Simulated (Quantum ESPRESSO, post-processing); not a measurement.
# 2H-MoTe2, layer by layer, part 8 of 8

Aim: screening, gap and ionisation potential of 2H-MoTe2 against the number of layers.

Quantum ESPRESSO 7.5; plane-wave DFT, PBE, GBRV ultrasoft pseudopotentials.

So far. Step 13 (Relaxing cell and ions, 2 layers):  The last row is no step: it is a fresh SCF in the final cell with a new plane-wave basis, +0 meV from the row before. Step 17 (Electrostatic potential, 2 layers): The slope in the vacuum is 0.100 eV/Å for an applied 0.10 V/Å, as it should be.

## 18. Bands along a path, 2 layers: no field

The input, n2.f0.bands.in:

```
&control
  prefix = 'n2.f0.bands'
  outdir = './out'
  pseudo_dir = './pseudo'
  calculation = 'bands'
  tefield = .true.
  dipfield = .true.
/
&system
  ibrav = 0
  nat = 6
  ntyp = 2
  ecutwfc = 40
  ecutrho = 200
  occupations = 'smearing'
  smearing = 'fd'
  degauss = 0.004
  edir = 3
  emaxpos = 0.97
  eopreg = 0.04
  eamp = 0.0
  nbnd = 30
/
&electrons
  conv_thr = 1e-07
  mixing_beta = 0.4
  electron_maxstep = 120
  mixing_mode = 'local-TF'
/
ATOMIC_SPECIES
  Te  127.6000  te_pbe_v1.uspp.F.UPF
  Mo  95.9500  mo_pbe_v1.uspp.F.UPF
CELL_PARAMETERS angstrom
  3.51707478400000 0.00000000000000 0.00000000000000
  -1.75853739200000 3.04587611000000 0.00000000000000
  0.00000000000000 0.00000000000000 27.84820526100000
ATOMIC_POSITIONS crystal
  Te  0.333333333300 0.666666666700 0.310937738200
  Mo  0.000000000000 0.000000000000 0.376239546800
  Te  0.333333333300 0.666666666700 0.441644322700
  Te  0.000000000000 0.000000000000 0.558355677300
  Mo  0.333333333300 0.666666666700 0.623760453200
  Te  0.000000000000 0.000000000000 0.689062261800
K_POINTS crystal_b
4
  0.0000000000 0.0000000000 0.0000000000 12
  0.5000000000 0.0000000000 0.0000000000 12
  0.3333333333 0.3333333333 0.0000000000 12
  0.0000000000 0.0000000000 0.0000000000 1
```

The run is started by

```bash
$ cp -r out/n2.f0.save out/n2.f0.bands.save
$ cp out/n2.f0.xml out/n2.f0.bands.xml
$ OMP_NUM_THREADS=1 mpirun -n 4 pw.x -nk 4 -in n2.f0.bands.in > n2.f0.bands.out
```

The log of the run:

```text
[banner, memory and clock lines left out]
Program PWSCF v.7.5 starts

          URL

     Presently no symmetry can be used with electric field

     Atomic positions and unit cell read from directory:
     ./out/n2.f0.bands.save/

     G-vector sticks info

     bravais-lattice index     =            0
     lattice parameter (alat)  =       6.6463  a.u.
     unit-cell volume          =    2013.2034 (a.u.)^3
     number of atoms/cell      =            6
     number of atomic types    =            2
     number of electrons       =        52.00
     number of Kohn-Sham states=           30
     kinetic-energy cutoff     =      40.0000  Ry
     charge density cutoff     =     200.0000  Ry
     Exchange-correlation= SLA  PW   PBE  PBE
                           (   1   4   3   4   0   0   0)

     celldm(1)=   6.646308  celldm(2)=   0.000000  celldm(3)=   0.000000
     celldm(4)=   0.000000  celldm(5)=   0.000000  celldm(6)=   0.000000

     crystal axes: (cart. coord. in units of alat)
               a(1) = (   1.000000   0.000000   0.000000 )
               a(2) = (  -0.500000   0.866025   0.000000 )
               a(3) = (   0.000000   0.000000   7.918002 )

     reciprocal axes: (cart. coord. in units 2 pi/alat)
               b(1) = (  1.000000  0.577350 -0.000000 )
               b(2) = (  0.000000  1.154701  0.000000 )
               b(3) = (  0.000000 -0.000000  0.126294 )

     PseudoPot. # 1 for Te read from file:
     ./pseudo/te_pbe_v1.uspp.F.UPF
     Pseudo is Ultrasoft + core correction, Zval =  6.0
     Generated by new atomic code, or converted to UPF format
     Using radial grid of  891 points,  5 beta functions with:
                l(1) =   0
                l(2) =   0
                l(3) =   1
                l(4) =   1
                l(5) =   2
     Q(r) pseudized with  6 coefficients,  rinner =    1.800   1.800   1.800
                                                       1.800   1.800

     PseudoPot. # 2 for Mo read from file:
     ./pseudo/mo_pbe_v1.uspp.F.UPF
     Pseudo is Ultrasoft + core correction, Zval = 14.0
     Generated by new atomic code, or converted to UPF format
     Using radial grid of  889 points,  6 beta functions with:
                l(1) =   0
                l(2) =   0
                l(3) =   1
                l(4) =   1
                l(5) =   2
                l(6) =   2
     Q(r) pseudized with  6 coefficients,  rinner =    1.000   1.000   1.000
                                                       1.000   1.000

     atomic species   valence    mass     pseudopotential
     Te                6.00   127.60000     Te( 1.00)
     Mo               14.00    95.95000     Mo( 1.00)

     No symmetry found

   Cartesian axes

     site n.     atom                  positions (alat units)
         1        Te     tau(   1) = (  -0.0000000   0.5773503   2.4620056  )
         2        Mo     tau(   2) = (   0.0000000   0.0000000   2.9790655  )
         3        Te     tau(   3) = (  -0.0000000   0.5773503   3.4969406  )
         4        Te     tau(   4) = (   0.0000000   0.0000000   4.4210614  )
         5        Mo     tau(   5) = (  -0.0000000   0.5773503   4.9389365  )
         6        Te     tau(   6) = (   0.0000000   0.0000000   5.4559964  )

     number of k points=    37  Fermi-Dirac smearing, width (Ry)=  0.0040
                       cart. coord. in units 2pi/alat
        k(    1) = (   0.0000000   0.0000000   0.0000000), wk =   0.0540541
        k(    2) = (   0.0416667   0.0240563   0.0000000), wk =   0.0540541
        k(    3) = (   0.0833333   0.0481125   0.0000000), wk =   0.0540541
        k(    4) = (   0.1250000   0.0721688   0.0000000), wk =   0.0540541
        k(    5) = (   0.1666667   0.0962250   0.0000000), wk =   0.0540541
        k(    6) = (   0.2083333   0.1202813   0.0000000), wk =   0.0540541
        k(    7) = (   0.2500000   0.1443376   0.0000000), wk =   0.0540541
        k(    8) = (   0.2916667   0.1683938   0.0000000), wk =   0.0540541
        k(    9) = (   0.3333333   0.1924501   0.0000000), wk =   0.0540541
        k(   10) = (   0.3750000   0.2165064   0.0000000), wk =   0.0540541
        k(   11) = (   0.4166667   0.2405626   0.0000000), wk =   0.0540541
        k(   12) = (   0.4583333   0.2646189   0.0000000), wk =   0.0540541
        k(   13) = (   0.5000000   0.2886751   0.0000000), wk =   0.0540541
        k(   14) = (   0.4861111   0.3127314   0.0000000), wk =   0.0540541
        k(   15) = (   0.4722222   0.3367877   0.0000000), wk =   0.0540541
        k(   16) = (   0.4583333   0.3608439   0.0000000), wk =   0.0540541
        k(   17) = (   0.4444444   0.3849002   0.0000000), wk =   0.0540541
        k(   18) = (   0.4305556   0.4089564   0.0000000), wk =   0.0540541
        k(   19) = (   0.4166667   0.4330127   0.0000000), wk =   0.0540541
        k(   20) = (   0.4027778   0.4570690   0.0000000), wk =   0.0540541
        k(   21) = (   0.3888889   0.4811252   0.0000000), wk =   0.0540541
        k(   22) = (   0.3750000   0.5051815   0.0000000), wk =   0.0540541
        k(   23) = (   0.3611111   0.5292377   0.0000000), wk =   0.0540541
        k(   24) = (   0.3472222   0.5532940   0.0000000), wk =   0.0540541
        k(   25) = (   0.3333333   0.5773503   0.0000000), wk =   0.0540541
        k(   26) = (   0.3055556   0.5292377   0.0000000), wk =   0.0540541
        k(   27) = (   0.2777778   0.4811252   0.0000000), wk =   0.0540541
        k(   28) = (   0.2500000   0.4330127   0.0000000), wk =   0.0540541
        k(   29) = (   0.2222222   0.3849002   0.0000000), wk =   0.0540541
        k(   30) = (   0.1944444   0.3367877   0.0000000), wk =   0.0540541
        k(   31) = (   0.1666667   0.2886751   0.0000000), wk =   0.0540541
        k(   32) = (   0.1388889   0.2405626   0.0000000), wk =   0.0540541
        k(   33) = (   0.1111111   0.1924501   0.0000000), wk =   0.0540541
        k(   34) = (   0.0833333   0.1443376   0.0000000), wk =   0.0540541
        k(   35) = (   0.0555556   0.0962250   0.0000000), wk =   0.0540541
        k(   36) = (   0.0277778   0.0481125   0.0000000), wk =   0.0540541
        k(   37) = (   0.0000000   0.0000000   0.0000000), wk =   0.0540541

     Dense  grid:    95883 G-vectors     FFT dimensions: (  30,  30, 240)

     Smooth grid:    68989 G-vectors     FFT dimensions: (  27,  27, 216)

     The potential is recalculated from file :
     ./out/n2.f0.bands.save/charge-density

     negative rho (up, down):  3.148E-03 0.000E+00

     Adding external electric field

     Computed dipole along edir(3) :
        Dipole                0.0000 Ry au,          0.0001 Debye
        Dipole field          0.0000 Ry au,

[...]
2.2453   2.4195   4.0706   4.0978   4.2616   4.4685

          k = 0.4722 0.3368 0.0000 (  8602 PWs)   bands (ev):

   -58.1154 -58.1148 -32.2786 -32.2781 -32.2594 -32.2588 -32.1839 -32.1834
    -8.1296  -8.0240  -7.8378  -7.7635  -2.9884  -2.8024  -2.1598  -2.0783
    -0.9675  -0.5730   0.2286   0.2544   0.7615   0.9215   1.5390   1.6268
     2.2632   2.4259   4.0894   4.0952   4.2724   4.4868

          k = 0.4583 0.3608 0.0000 (  8598 PWs)   bands (ev):

   -58.1153 -58.1147 -32.2771 -32.2766 -32.2591 -32.2586 -32.1869 -32.1863
    -8.1073  -8.0044  -7.8205  -7.7483  -2.9405  -2.7574  -2.1382  -2.0700
    -0.9536  -0.5674   0.1562   0.1625   0.7626   0.9475   1.2928   1.4132
     2.2786   2.4345   4.0758   4.1228   4.2965   4.5167

          k = 0.4444 0.3849 0.0000 (  8576 PWs)   bands (ev):

   -58.1152 -58.1146 -32.2751 -32.2745 -32.2588 -32.2582 -32.1909 -32.1903
    -8.0771  -7.9781  -7.7972  -7.7281  -2.8739  -2.6952  -2.1096  -2.0599
    -0.9371  -0.5634   0.0423   0.0775   0.7589   0.9632   1.0053   1.1518
     2.2918   2.4456   4.0566   4.1322   4.3475   4.5574

          k = 0.4306 0.4090 0.0000 (  8582 PWs)   bands (ev):

   -58.1151 -58.1145 -32.2725 -32.2719 -32.2584 -32.2579 -32.1957 -32.1952
    -8.0402  -7.9463  -7.7689  -7.7039  -2.7892  -2.6166  -2.0757  -2.0498
    -0.9214  -0.5650  -0.0772  -0.0223   0.6576   0.7946   0.8350   0.9933
     2.3070   2.4606   4.0308   4.1146   4.4248   4.6083

          k = 0.4167 0.4330 0.0000 (  8600 PWs)   bands (ev):

   -58.1149 -58.1143 -32.2694 -32.2688 -32.2580 -32.2574 -32.2013 -32.2008
    -7.9979  -7.9108  -7.7369  -7.6770  -2.6873  -2.5227  -2.0415  -2.0392
    -0.9111  -0.5781  -0.1944  -0.1391   0.3712   0.5359   0.7784   0.9843
     2.3277   2.4814   3.9971   4.0758   4.4879   4.6679

          k = 0.4028 0.4571 0.0000 (  8602 PWs)   bands (ev):

   -58.1148 -58.1142 -32.2659 -32.2653 -32.2576 -32.2570 -32.2075 -32.2069
    -7.9521  -7.8735  -7.7027  -7.6493  -2.5695  -2.4153  -2.0367  -2.0034
    -0.9115  -0.6116  -0.3071  -0.2916   0.1280   0.2467   0.7748   0.9688
     2.3562   2.5092   3.9555   4.0224   4.4038   4.7198

          k = 0.3889 0.4811 0.0000 (  8586 PWs)   bands (ev):

   -58.1146 -58.1140 -32.2620 -32.2614 -32.2571 -32.2566 -32.2138 -32.2133
    -7.9051  -7.8370  -7.6684  -7.6227  -2.4381  -2.2973  -2.0367  -1.9725
    -0.9282  -0.6925  -0.4770  -0.4266  -0.0192   0.0094   0.7726   0.9433
     2.3924   2.5438   3.9077   3.9601   4.2663   4.7739

          k = 0.3750 0.5052 0.0000 (  8600 PWs)   bands (ev):

   -58.1145 -58.1139 -32.2579 -32.2573 -32.2568 -32.2562 -32.2202 -32.2196
    -7.8597  -7.8045  -7.6360  -7.5995  -2.2977  -2.1736  -2.0400  -1.9502
    -0.9685  -0.8801  -0.5963  -0.5676  -0.1338  -0.0943   0.7720   0.9099
     2.4337   2.5832   3.8575   3.8957   4.1553   4.7207

          k = 0.3611 0.5292 0.0000 (  8590 PWs)   bands (ev):

   -58.1144 -58.1138 -32.2564 -32.2559 -32.2538 -32.2532 -32.2261 -32.2255
    -7.8191  -7.7796  -7.6079  -7.5821  -2.1646  -2.0537  -2.0357  -1.9386
    -1.1133  -1.0466  -0.6877  -0.6568  -0.1902  -0.1358   0.7754   0.8725
     2.4742   2.6225   3.8118   3.8373   4.0784   4.6597

          k = 0.3472 0.5533 0.0000 (  8586 PWs)   bands (ev):

   -58.1143 -58.1137 -32.2562 -32.2557 -32.2503 -32.2497 -32.2308 -32.2303
    -7.7873  -7.7661  -7.5865  -7.5728  -2.1028  -1.9754  -1.9587  -1.9359
    -1.3087  -1.1472  -0.7363  -0.6981  -0.1992  -0.1629   0.7854   0.8358
     2.5053   2.6533   3.7800   3.7937   4.0346   4.6243

          k = 0.3333 0.5774 0.0000 (  8607 PWs)   bands (ev):

   -58.1143 -58.1137 -32.2562 -32.2556 -32.2487 -32.2481 -32.2328 -32.2323
    -7.7684  -7.7681  -7.5743  -7.5740  -2.0982  -1.9380  -1.9220  -1.9217
    -1.3925  -1.1956  -0.7287  -0.7287  -0.1850  -0.1849   0.8051   0.8054
     2.5174   2.6656   3.7724   3.7729   4.0208   4.6134

          k = 0.3056 0.5292 0.0000 (  8591 PWs)   bands (ev):

   -58.1144 -58.1138 -32.2565 -32.2560 -32.2527 -32.2521 -32.2268 -32.2263
    -7.8330  -7.7850  -7.6161  -7.5836  -2.1165  -2.0299  -2.0082  -1.9155
    -1.1434  -1.0292  -0.7704  -0.6305  -0.2299  -0.1280   0.7855   0.8824
     2.4662   2.6107   3.8039   3.8540   4.0659   4.6444

          k = 0.2778 0.4811 0.0000 (  8607 PWs)   bands (ev):

   -58.1148 -58.1142 -32.2576 -32.2571 -32.2566 -32.2561 -32.2164 -32.2159
    -7.9890  -7.8928  -7.7192  -7.6469  -2.1956  -2.1223  -1.9138  -1.8129
    -0.8213  -0.7602  -0.6947  -0.4550  -0.2826  -0.0576   0.8523   1.0117
     2.3480   2.4782   3.8619   4.0257   4.1701   4.6508

          k = 0.2500 0.4330 0.0000 (  8597 PWs)   bands (ev):

   -58.1155 -58.1149 -32.2596 -32.2590 -32.2562 -32.2556 -32.2055 -32.2049
    -8.2287  -8.0916  -7.8823  -7.7667  -2.1542  -2.0692  -1.6858  -1.5993
    -0.8634  -0.6261  -0.3705  -0.1899  -0.1896   0.0559   1.0164   1.1788
     2.2348   2.3422   3.8072   4.1911   4.2766   4.4720

          k = 0.2222 0.3849 0.0000 (  8605 PWs)   bands (ev):

   -58.1165 -58.1159 -32.2624 -32.2618 -32.2506 -32.2500 -32.1949 -32.1943
    -8.5271  -8.3589  -8.0907  -7.9335  -2.0071  -1.8709  -1.3710  -1.2801
    -0.9168  -0.6188  -0.3753  -0.0300   0.2793   0.3506   1.2509   1.3583
     2.1605   2.2462   3.6491   4.1412   4.3167   4.3738

          k = 0.1944 0.3368 0.0000 (  8593 PWs)   bands (ev):

   -58.1177 -58.1171 -32.2658 -32.2653 -32.2402 -32.2396 -32.1850 -32.1844
    -8.8531  -8.6634  -8.3232  -8.1295  -1.8808  -1.5810  -1.0959  -0.9329
    -0.8146  -0.6266  -0.3026   0.0900   0.7239   0.7275   1.5098   1.5211
     2.0965   2.1713   3.5644   4.0093   4.3176   4.4323

          k = 0.1667 0.2887 0.0000 (  8561 PWs)   bands (ev):

   -58.1191 -58.1185 -32.2698 -32.2692 -32.2259 -32.2253 -32.1761 -32.1756
    -9.1786  -8.9747  -8.5588  -8.3348  -1.9453  -1.3641  -0.8412  -0.7897
    -0.5390  -0.3074  -0.0515   0.2679   1.0707   1.0942   1.6416   1.7481
     2.0020   2.0811   3.6592   4.0591   4.3661   4.4324

          k = 0.1389 0.2406 0.0000 (  8577 PWs)   bands (ev):

   -58.1206 -58.1200 -32.2740 -32.2734 -32.2091 -32.2086 -32.1685 -32.1680
    -9.4816  -9.2690  -8.7806  -8.5323  -2.1525  -1.4464  -0.4870  -0.4757
    -0.3276   0.1104   0.3896   0.5505   1.3046   1.3072   1.7019   1.8923
     1.9250   2.0793   3.9174   4.2425   4.4403   4.5644

          k = 0.1111 0.1925 0.0000 (  8623 PWs)   bands (ev):

   -58.1220 -58.1214 -32.2780 -32.2775 -32.1917 -32.1911 -32.1622 -32.1617
    -9.7465  -9.5287  -8.9758  -8.7086  -2.3901  -1.6503  -0.2440  -0.0536
    -0.0043   0.4465   0.8628   0.9373   1.3109   1.3217   1.7110   1.9281
     1.9423   2.2863   4.2902   4.4931   4.5714   4.8781

          k = 0.0833 0.1443 0.0000 (  8635 PWs)   bands (ev):

   -58.1233 -58.1227 -32.2816 -32.2810 -32.1755 -32.1750 -32.1573 -32.1567
    -9.9622  -9.7414  -9.1355  -8.8542  -2.6050  -1.8525  -0.1024   0.3521
     0.3801   0.7367   1.1954   1.2099   1.2706   1.3111   1.7160   1.9385
     1.9720   2.5223   4.7627   4.8302   4.8359   5.0066

          k = 0.0556 0.0962 0.0000 (  8657 PWs)   bands (ev):

   -58.1243 -58.1237 -32.2844 -32.2838 -32.1625 -32.1619 -32.1538 -32.1532
   -10.1210  -9.8987  -9.2534  -8.9623  -2.7718  -2.0139   0.0052   0.6859
     0.7029   1.0083   1.0872   1.0972   1.5463   1.5769   1.7306   1.8956
     1.9645   2.6820   5.1855   5.2077   5.2939   5.3154

          k = 0.0278 0.0481 0.0000 (  8657 PWs)   bands (ev):

   -58.1249 -58.1244 -32.2862 -32.2856 -32.1539 -32.1534 -32.1517 -32.1511
   -10.2182  -9.9952  -9.3256  -9.0288  -2.8766  -2.1167   0.0738   0.9068
     0.9173   1.0109   1.0198   1.2422   1.7012   1.7267   1.7567   1.8108
     1.9336   2.7461   5.4886   5.5644   5.6448   5.7107

          k = 0.0000 0.0000 0.0000 (  8661 PWs)   bands (ev):

   -58.1251 -58.1246 -32.2868 -32.2863 -32.1510 -32.1510 -32.1504 -32.1504
   -10.2509 -10.0277  -9.3499  -9.0512  -2.9123  -2.1519   0.0973   0.9843
     0.9843   0.9928   0.9928   1.3564   1.7496   1.7496   1.7738   1.7738
     1.9138   2.7586   5.6329   5.6329   5.7350   5.7350

     XML data file, pseudopotentials, collected wavefunctions

                                        0.00s GPU  (     596 calls)
```

Run time: 61 s. Hardware: 4 MPI ranks of Arm Neoverse V1, shared host; peak memory 0.45 GiB.

Numbers from this step:

| Quantity | Value |
| --- | --- |
| dipole along the normal | 2.08e-5 e·Å |
| valence top, on the run's zero | 2.759 eV |
| conduction bottom, on the run's zero | 3.564 eV |
| gap by band count | 0.8059 eV |

Band numbers count within the set of bands kept for display. Electronic bands along the path, in eV, zero at the highest filled level of the SCF mesh; v1 is the highest filled band, c1 the lowest empty one:

| point | v4 | v3 | v2 | v1 | c1 | c2 | c3 | c4 |
| --- | --- | --- | --- | --- | --- | --- | --- | --- |
| Γ | -0.98 | -0.98 | -0.84 | 0.00 | 2.87 | 2.87 | 2.98 | 2.98 |
| M | -0.98 | -0.94 | -0.52 | -0.34 | 1.30 | 1.34 | 1.50 | 1.70 |
| K | -1.95 | -1.95 | -0.24 | -0.09 | 1.01 | 1.01 | 1.26 | 1.85 |
| Γ | -0.98 | -0.98 | -0.84 | 0.00 | 2.87 | 2.87 | 2.98 | 2.98 |

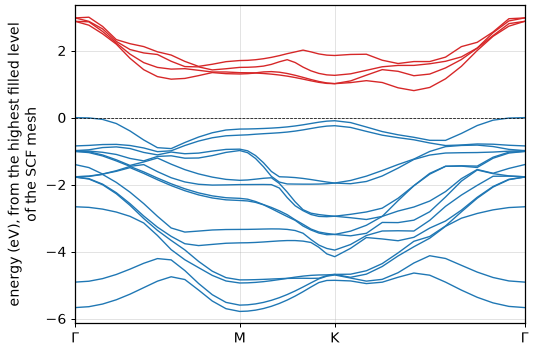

Electronic bands along the path; lines of filled and empty bands in two colours.

Along this path the valence top lies at Γ and the conduction bottom between K and Γ.

## 19. Polarisability from the dipole between 0 and 0.1 V/A, 2 layers

This step gave:

* polarisability a cell: 10.82 Å³
* sheet polarisability 4πα/A: 12.69 Å

The change of the potential energy, second field less first by z:

| z (Å) | change of the potential energy, second field less first (eV) |
| --- | --- |
| 0.0 | -0.378 |
| 2.5 | -0.507 |
| 5.0 | -0.258 |
| 7.5 | -0.0522 |
| 10.0 | -0.0310 |
| 12.5 | -0.0228 |
| 15.0 | 0.0197 |
| 17.5 | 0.0286 |
| 20.0 | 0.0426 |
| 22.5 | 0.225 |
| 25.0 | 0.474 |
| 27.5 | 0.0610 |

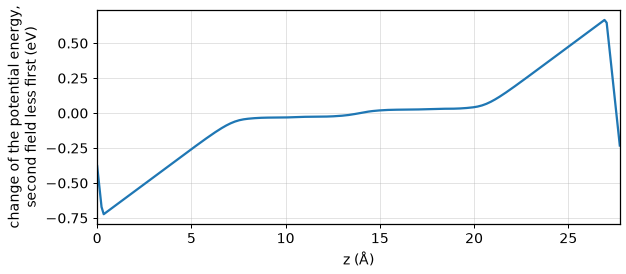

Change of the potential energy, second field less first against z.

## 20. The series side by side

All levels:

| level | sheet polarisability (Å) | gap without a field (eV) | vacuum over the valence top of the mesh (eV) | CPU time (s) |
| --- | --- | --- | --- | --- |
| 1 layer | 6.346 | 1.149 | 4.803 | 410.8 |
| 2 layers | 12.69 | 0.8059 | 4.66 | 1996 |

## 21. Worked from the printed numbers

From 1 to 2 layers, over the growth of the distance between the outermost mean planes: (12.687 − 6.346) Å / 6.891 Å = 0.920 = 1 − 1/ε, so ε = 12.5.

## 22. What came out

| Quantity | Value |
| --- | --- |
| 4πα/A of 1 layer | 6.35 Å |
| gap along the path, 1 layer | 1.15 eV |
| Kohn-Sham ionisation potential, 1 layer | 4.80 eV |
| 4πα/A of 2 layers | 12.69 Å |
| gap along the path, 2 layers | 0.81 eV |
| Kohn-Sham ionisation potential, 2 layers | 4.66 eV |

What this shows: The sheet polarisability 4πα/A grows as 6.35 and 12.69 Å for 1 and 2 layers (PBE, GBRV ultrasoft). The last layer adds 6.89 Å between the outermost mean planes and 6.34 Å of 4πα/A; 1 − 1/ε = 0.920 gives ε = 12.5 along the normal for the stacked crystal at this spacing. The gap runs 1.15 and 0.81 eV. Relaxed under PBE-D3(BJ), the lattice constant goes from 3.521 to 3.517 Å. For one layer the induced dipoles at +0.1 and −0.1 V/Å differ in size by 0.1 %, which is SCF noise. With spin-orbit coupling (other, fully relativistic files) the single layer's gap along the path is 1.02 eV against 1.15 eV. The nearest atoms of neighbouring layers lie 3.83 Å apart. With 1 − 1/ε so near one, ε is touchy: 0.1 Å more spacing would give ε = 10.8. On the path the edges lie as follows: K to K for 1 and Γ to between K and Γ for 2 (valence top to conduction bottom, by number of layers). One stacking was chosen. The ions are clamped in the field. Semilocal gaps are too small and shrink less with thickness than quasiparticle gaps, which also feel the screening by neighbours.

[Logs are printed without paths, hosts, clocks, repeated set-up lines and the standing remarks that a program may print on its own settings, such as how far it seeks lower states.]

[Hosts, paths, dates, database ids (printed as entryN), source tags and the programs' standing remarks are cut or masked in the printed files.]

[Maps of the electrostatic potential energy from Ansatz leave out the sawtooth potential of an applied field or a dipole correction, so their vacuum need not be flat; planar profiles and work functions include it.]
